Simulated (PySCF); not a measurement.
**CH2P2 (SMILES P#CP): levels of theory compared**

Wanted: a comparison of 5 runs (HF/def2-SVP, HF/def2-TZVP, B3LYP/6-31G*, MP2/def2-SVP) of CH2P2. The job is set up through a Python script.

The calculation is run with PySCF 2.14.0.

### 1 Starting point

CH2P2 has 5 atoms, charge 0, and is taken as a singlet. SMILES: `P#CP`. The coordinates come from a GFN2-xTB relaxation.

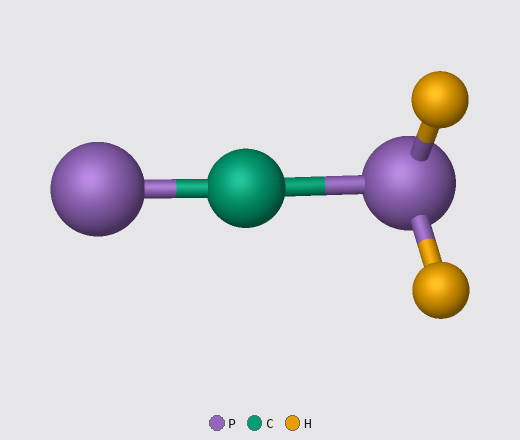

Viewed from a chosen angle; phosphorus purple, carbon teal, hydrogen amber.

### 2 Energy and forces at HF/def2-SVP (run 1)

The input, calc.py:

```python
import pyscf.grad
from pyscf import gto

system = gto.M(
    atom='''
P     -0.348220    -2.884024     3.506330
C     -0.339017    -0.875472     1.344559
P     -0.652315     1.583647    -0.841684
H     -0.593109     0.047546    -2.996936
H      1.932680     2.128304    -1.012270
''',
    spin=0,
    unit='bohr',
    basis='def2-svp',
    verbose=4,
    max_memory=1860,
)

mf = system.RHF()
mf.conv_tol = 1e-10
mf.kernel()
if not mf.converged:
    mf = mf.newton().run(mf.mo_coeff, mf.mo_occ)

energy = mf.e_tot
print('E = %.10f Eh' % energy)
grad = mf.Gradients().kernel()
mf.analyze()
```

The run is started by

```bash
$ OMP_NUM_THREADS=1 python calc.py
```

Output:

```text
PySCF version 2.14.0

[INPUT] num. atoms = 5
[INPUT] num. electrons = 38
[INPUT] charge = 0
[INPUT] spin (= nelec alpha-beta = 2S) = 0
[INPUT] symmetry False subgroup None
[INPUT] Mole.unit = bohr
[INPUT] Symbol           X                Y                Z      unit          X                Y                Z       unit  Magmom
[INPUT]  1 P     -0.184270088387  -1.526159776546   1.855469929965 AA   -0.348220000000  -2.884024000000   3.506330000000 Bohr   0.0
[INPUT]  2 C     -0.179400070514  -0.463279831199   0.711509981537 AA   -0.339017000000  -0.875472000000   1.344559000000 Bohr   0.0
[INPUT]  3 P     -0.345190232341   0.838029902542  -0.445399991596 AA   -0.652315000000   1.583647000000  -0.841684000000 Bohr   0.0
[INPUT]  4 H     -0.313859766392   0.025160259670  -1.585910233786 AA   -0.593109000000   0.047546000000  -2.996936000000 Bohr   0.0
[INPUT]  5 H      1.022730212001   1.126249974710  -0.535670215298 AA    1.932680000000   2.128304000000  -1.012270000000 Bohr   0.0

[... 50 lines left out ...]
converged SCF energy = -720.199339910768
[... 18 lines left out ...]
DFT Exchange-Correlation Energy =      -51.092144418075293
[... 7 lines left out ...]
MO #6   energy= -5.40880865311094  occ= 2
[... 5 lines left out ...]
MO #12  energy= -0.984177823499175 occ= 2
[... 5 lines left out ...]
MO #18  energy= -0.375004771348717 occ= 2
[... 5 lines left out ...]
MO #24  energy= 0.227420292300275  occ= 0
[... 5 lines left out ...]
MO #30  energy= 0.65180471073553   occ= 0
[... 5 lines left out ...]
MO #36  energy= 0.788716554549805  occ= 0
[... 5 lines left out ...]
MO #42  energy= 0.898830824802461  occ= 0
[... 5 lines left out ...]
MO #48  energy= 1.23310310187869   occ= 0
[... 5 lines left out ...]
MO #54  energy= 2.00340647606442   occ= 0
[... 5 lines left out ...]
MO #60  energy= 2.82579226094299   occ= 0
[... 29 lines left out ...]
pop of  1 C 3dxy          0.00088
pop of  1 C 3dyz          0.00423
pop of  1 C 3dz^2         0.00173
pop of  1 C 3dxz          0.00102
pop of  1 C 3dx2-y2       0.00145
pop of  2 P 1s            1.99998
pop of  2 P 2s            1.99725
pop of  2 P 3s            1.50406
pop of  2 P 4s            0.00639
pop of  2 P 2px           1.99997
pop of  2 P 2py           1.99997
pop of  2 P 2pz           1.99996
pop of  2 P 3px           1.18167
pop of  2 P 3py           1.13511
pop of  2 P 3pz           0.82719
pop of  2 P 4px           0.00552
pop of  2 P 4py           0.00649
pop of  2 P 4pz           0.01133
pop of  2 P 3dxy          0.00294
pop of  2 P 3dyz          0.01626
pop of  2 P 3dz^2         0.00713
pop of  2 P 3dxz          0.00169
pop of  2 P 3dx2-y2       0.01177
pop of  3 H 1s            1.00989
pop of  3 H 2s            0.00640
pop of  3 H 2px           0.00015
pop of  3 H 2py           0.00221
pop of  3 H 2pz           0.00365
pop of  4 H 1s            1.00973
pop of  4 H 2s            0.00640
pop of  4 H 2px           0.00557
pop of  4 H 2py           0.00032
pop of  4 H 2pz           0.00013
 ** Mulliken atomic charges  **
charge of    0P =      0.17812
charge of    1C =     -0.41898
charge of    2P =      0.28532
charge of    3H =     -0.02231
charge of    4H =     -0.02215
Dipole moment(X, Y, Z, Debye):  0.45233,  0.00516, -0.56718
```

Run time: 2.8 s. Hardware: 1 thread of Intel Xeon at 2.70GHz, shared host; peak memory 0.13 GiB.

### 3 Energy and gradient at HF/def2-TZVP (run 2)

The input, calc.py:

```python
# P#CP
from pyscf import gto, scf

mol = gto.Mole()
mol.atom = '''
P     -0.184270    -1.526160     1.855470
C     -0.179400    -0.463280     0.711510
P     -0.345190     0.838030    -0.445400
H     -0.313860     0.025160    -1.585910
H      1.022730     1.126250    -0.535670
'''
mol.verbose = 4
mol.max_memory = 1860
mol.basis = 'def2-tzvp'
mol.charge = 0
mol.build()

mf = scf.RHF(mol)
mf.conv_tol = 1e-10
mf.kernel()
if not mf.converged:
    mf = mf.newton().run(mf.mo_coeff, mf.mo_occ)

etot = mf.e_tot
print('E = %.10f Eh' % etot)
grad = mf.nuc_grad_method().kernel()
mf.analyze()
```

The run is started by

```bash
$ OMP_NUM_THREADS=1 python calc.py
```

Output:

```text
PySCF version 2.14.0

[INPUT] num. atoms = 5
[INPUT] num. electrons = 38
[INPUT] charge = 0
[INPUT] spin (= nelec alpha-beta = 2S) = 0
[INPUT] symmetry False subgroup None
[INPUT] Mole.unit = angstrom
[INPUT] Symbol           X                Y                Z      unit          X                Y                Z       unit  Magmom
[INPUT]  1 P     -0.184270000000  -1.526160000000   1.855470000000 AA   -0.348219832974  -2.884024422266   3.506330132347 Bohr   0.0
[INPUT]  2 C     -0.179400000000  -0.463280000000   0.711510000000 AA   -0.339016866747  -0.875472318989   1.344559034889 Bohr   0.0
[INPUT]  3 P     -0.345190000000   0.838030000000  -0.445400000000 AA   -0.652314560939   1.583647184169  -0.841684015881 Bohr   0.0
[INPUT]  4 H     -0.313860000000   0.025160000000  -1.585910000000 AA   -0.593109441456   0.047545509294  -2.996935558209 Bohr   0.0
[INPUT]  5 H      1.022730000000   1.126250000000  -0.535670000000 AA    1.932679599376   2.128304047791  -1.012269593146 Bohr   0.0

[... 67 lines left out ...]
Nuclear Repulsion Energy =             112.277776218122597
[... 12 lines left out ...]
MO #7   energy= -5.40098600826533  occ= 2
[... 10 lines left out ...]
MO #18  energy= -0.375291797082618 occ= 2
[... 10 lines left out ...]
MO #29  energy= 0.350449617575773  occ= 0
[... 10 lines left out ...]
MO #40  energy= 0.521161660345008  occ= 0
[... 10 lines left out ...]
MO #51  energy= 1.04587279503745   occ= 0
[... 10 lines left out ...]
MO #62  energy= 1.55043336086851   occ= 0
[... 10 lines left out ...]
MO #73  energy= 1.74311395362536   occ= 0
[... 10 lines left out ...]
MO #84  energy= 2.19111357871749   occ= 0
[... 10 lines left out ...]
MO #95  energy= 3.01448294564874   occ= 0
[... 10 lines left out ...]
MO #106 energy= 3.91226980433068   occ= 0
[... 10 lines left out ...]
MO #117 energy= 23.2206826391553   occ= 0
[... 86 lines left out ...]
pop of  2 P 5pz           0.00149
pop of  2 P 6px           0.00027
pop of  2 P 6py           0.00026
pop of  2 P 6pz           0.00028
pop of  2 P 3dxy          0.00333
pop of  2 P 3dyz          0.01499
pop of  2 P 3dz^2         0.00865
pop of  2 P 3dxz          0.00205
pop of  2 P 3dx2-y2       0.01233
pop of  2 P 4dxy          0.00032
pop of  2 P 4dyz          0.00255
pop of  2 P 4dz^2         0.00101
pop of  2 P 4dxz          0.00008
pop of  2 P 4dx2-y2       0.00159
pop of  2 P 4f-3          0.00056
pop of  2 P 4f-2          0.00009
pop of  2 P 4f-1          0.00115
pop of  2 P 4f+0          0.00012
pop of  2 P 4f+1          0.00013
pop of  2 P 4f+2          0.00012
pop of  2 P 4f+3          0.00017
pop of  3 H 1s            1.00609
pop of  3 H 2s            0.00640
pop of  3 H 3s            0.00108
pop of  3 H 2px           0.00014
pop of  3 H 2py           0.00248
pop of  3 H 2pz           0.00397
pop of  4 H 1s            1.00591
pop of  4 H 2s            0.00641
pop of  4 H 3s            0.00108
pop of  4 H 2px           0.00610
pop of  4 H 2py           0.00033
pop of  4 H 2pz           0.00016
 ** Mulliken atomic charges  **
charge of    0P =      0.19018
charge of    1C =     -0.45181
charge of    2P =      0.30178
charge of    3H =     -0.02016
charge of    4H =     -0.01999
Dipole moment(X, Y, Z, Debye):  0.42665, -0.02429, -0.50464
```

It took 18 s on 1 thread of Intel Xeon at 2.70GHz, shared host; peak memory 0.3 GiB.

Runs 3 to 4 aren't shown in full; the table further down has their settings and results.

### 4 Energy and forces at MP2/def2-SVP (run 5)

The input, input.py:

```python
import pyscf.grad
from pyscf import gto, mp

molecule = gto.M(
    atom=[
    ('P', (-0.184270, -1.526160, 1.855470)),
    ('C', (-0.179400, -0.463280, 0.711510)),
    ('P', (-0.345190, 0.838030, -0.445400)),
    ('H', (-0.313860, 0.025160, -1.585910)),
    ('H', (1.022730, 1.126250, -0.535670)),
],
    verbose=3,
    max_memory=1860,
    charge=0,
    spin=0,
    basis='def2-svp',
)

hf = molecule.RHF()
hf.conv_tol = 1e-10
hf.kernel()
if not hf.converged:
    hf = hf.newton().run(hf.mo_coeff, hf.mo_occ)

pt = mp.MP2(hf, frozen=11).run()
e_final = pt.e_tot
print('E(%s) = %.9f' % ('MP2', e_final))
grad = pt.Gradients().kernel()
hf.analyze()
```

The run is started by

```bash
$ OMP_NUM_THREADS=1 python input.py
```

Output:

```text
converged SCF energy = -720.199339910116
E(RMP2) = -720.564210320746  E_corr = -0.36487041062965
E(SCS-RMP2) = -720.56084984636  E_corr = -0.361509936243999
E(MP2) = -720.564210321
--------------- RMP2 gradients ---------------
         x                y                z
0 P    -0.0005770108     0.0099905701    -0.0096724953
1 C     0.0009884161     0.0049903084    -0.0067862354
2 P     0.0045804387    -0.0135114150     0.0085438938
3 H     0.0024022756     0.0033152040     0.0077821402
4 H    -0.0073941196    -0.0047846675     0.0001326967
----------------------------------------------
**** MO energy ****
MO #1   energy= -79.9391134432443  occ= 2
MO #2   energy= -79.9206089536594  occ= 2
MO #3   energy= -11.2737102826996  occ= 2
MO #4   energy= -7.50960616949155  occ= 2
MO #5   energy= -7.49367428436377  occ= 2
MO #6   energy= -5.40880864816065  occ= 2
MO #7   energy= -5.40810241701642  occ= 2
MO #8   energy= -5.40679359941346  occ= 2
MO #9   energy= -5.39089979227943  occ= 2
MO #10  energy= -5.39028774006533  occ= 2
MO #11  energy= -5.38988011454876  occ= 2
MO #12  energy= -0.984177784187251 occ= 2
MO #13  energy= -0.863208842424717 occ= 2
MO #14  energy= -0.623027309044092 occ= 2
MO #15  energy= -0.548991029635726 occ= 2
MO #16  energy= -0.48489067606147  occ= 2
MO #17  energy= -0.439312681940166 occ= 2
MO #18  energy= -0.375004754046124 occ= 2
MO #19  energy= -0.341598067850568 occ= 2
MO #20  energy= 0.069398916126421  occ= 0
MO #21  energy= 0.0811917230184807 occ= 0
MO #22  energy= 0.184667208101289  occ= 0
MO #23  energy= 0.192532537016382  occ= 0
MO #24  energy= 0.227420243695551  occ= 0
MO #25  energy= 0.283189959825221  occ= 0
MO #26  energy= 0.401917139215198  occ= 0
MO #27  energy= 0.478153124417326  occ= 0
MO #28  energy= 0.482368138813785  occ= 0
MO #29  energy= 0.617879726389513  occ= 0
MO #30  energy= 0.651804720450774  occ= 0
MO #31  energy= 0.669430296709799  occ= 0
MO #32  energy= 0.693794345567217  occ= 0
MO #33  energy= 0.772914096615427  occ= 0
MO #34  energy= 0.778670565280313  occ= 0
MO #35  energy= 0.788621936174646  occ= 0
MO #36  energy= 0.788716572858073  occ= 0
MO #37  energy= 0.791967224402222  occ= 0
MO #38  energy= 0.815363340465804  occ= 0
MO #39  energy= 0.820162859295337  occ= 0
MO #40  energy= 0.852828679423659  occ= 0
MO #41  energy= 0.863021496681125  occ= 0
MO #42  energy= 0.898830831078861  occ= 0
MO #43  energy= 0.986573673966519  occ= 0
MO #44  energy= 1.01835030891237   occ= 0
MO #45  energy= 1.03453930393019   occ= 0
MO #46  energy= 1.17074589171538   occ= 0
MO #47  energy= 1.23163279784509   occ= 0
MO #48  energy= 1.23310312765178   occ= 0
MO #49  energy= 1.49292442400239   occ= 0
MO #50  energy= 1.72925139300344   occ= 0
MO #51  energy= 1.75559529671249   occ= 0
MO #52  energy= 1.90339488543639   occ= 0
MO #53  energy= 1.95691691174097   occ= 0
MO #54  energy= 2.00340649236322   occ= 0
MO #55  energy= 2.02974857065188   occ= 0
MO #56  energy= 2.26310208653959   occ= 0
MO #57  energy= 2.29179048288167   occ= 0
MO #58  energy= 2.48621352470904   occ= 0
MO #59  energy= 2.54004451667525   occ= 0
MO #60  energy= 2.82579212265668   occ= 0
 ** Mulliken atomic charges  **
charge of    0P =      0.17812
charge of    1C =     -0.41898
charge of    2P =      0.28532
charge of    3H =     -0.02231
charge of    4H =     -0.02215
Dipole moment(X, Y, Z, Debye):  0.45233,  0.00516, -0.56718
```

Run time: 5.4 s. Hardware: 1 thread of Intel Xeon at 2.70GHz, shared host; peak memory 0.25 GiB.

### 5 All runs side by side

```tsv
run	level	integration grid	Cartesian functions	energy (Eh)	dipole moment (D) of the reference	HOMO energy (eV)	LUMO energy (eV)	wall time
1	HF/def2-SVP	–	no	-720.199340	0.73	-9.30	1.89	2.8 s
2	HF/def2-TZVP	–	no	-720.480716	0.66	-9.32	1.54	18 s
3	B3LYP/6-31G* (spherical functions)	5	no	-721.944328	1.16	-6.82	-1.71	18 s
4	B3LYP/6-31G* (Cartesian functions)	5	yes	-721.950080	1.16	-6.82	-1.71	13 s
5	MP2/def2-SVP	–	no	-720.564210	0.73	-9.30	1.89	5.4 s
```

### 6 Outcome

| quantity | value |
| --- | --- |
| run 5: total energy | -720.56421 Eh |
| run 5: dipole moment (Hartree–Fock density) | 0.73 D |
| run 5: HOMO energy (Hartree–Fock orbitals) | -9.30 eV |
| run 5: LUMO energy (Hartree–Fock orbitals) | 1.89 eV |
| run 5: HOMO–LUMO gap (Hartree–Fock orbitals) | 11.18 eV |
| run 5: correlation energy (11 core orbitals frozen) | -364.9 mEh |
| run 5: largest force on an atom | 0.855 eV/Å |

What this shows: Over runs 1, 2, 3, 4 the dipole moment (its size) runs from 0.66 D (HF/def2-TZVP) to 1.16 D (B3LYP/6-31G*). The two ends differ in method and basis. Over runs 1, 2, 3, 4 the HOMO–LUMO gap runs from 5.12 eV (B3LYP/6-31G*) to 11.18 eV (HF/def2-SVP). All runs together took 58 s, the longest 18 s.
